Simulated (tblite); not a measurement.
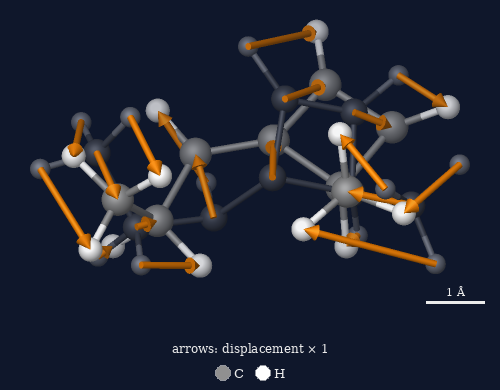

A relaxation of C8H12 (charge −1, multiplicity 2). The starting structure is drawn faded, the final one solid; orange arrows show the displacements, at their true length. The two geometries are superimposed by the best rigid fit.

Style: ball-and-stick. Shown at a tilt.

Theory: GFN2-xTB geometry optimisation, gas phase (tblite). 

What happened in the run?

An H atom moves most after the best rigid fit: 2.49 Å. By element the largest moves are H 2.49 Å, C 1.39 Å. Some distances before and after: C–C 1.535 → 1.374 Å, C–C 1.285 → 1.417 Å, C–C 1.452 → 1.526 Å, C–C 1.452 → 1.403 Å. Among the angles between lasting bonds that change: C–C–C 109.6° → 137.6°, C–C–C 110.0° → 132.5°, C–C–C 113.3° → 124.1°. Groups turn about C–C by about 35°. After 161 geometry steps the energy has fallen by 60.6 kcal/mol. The run took 0.92 s on 1 thread of Arm Neoverse V2 (shared host).
